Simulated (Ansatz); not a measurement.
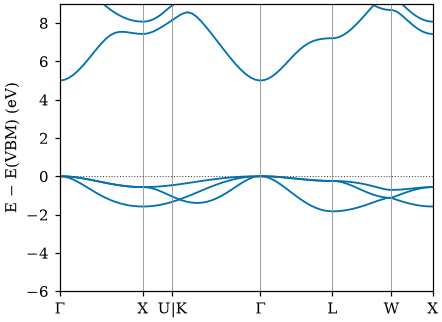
Figure. Band structure from the program Ansatz at the PBE level (PAW)

Q: Read off the gap and where the band edges lie.

A: About 5.0 eV (5.00 eV by a search for the band edges); maximum at Γ, minimum at Γ.

The material is NaCl (rock salt, space group No. 225).

Space group Fm-3m (rock salt). The PBE relaxation kept the symmetry of its start; phonons on a q-mesh show no instability.

Potentials: the later of the program's two PAW sets.
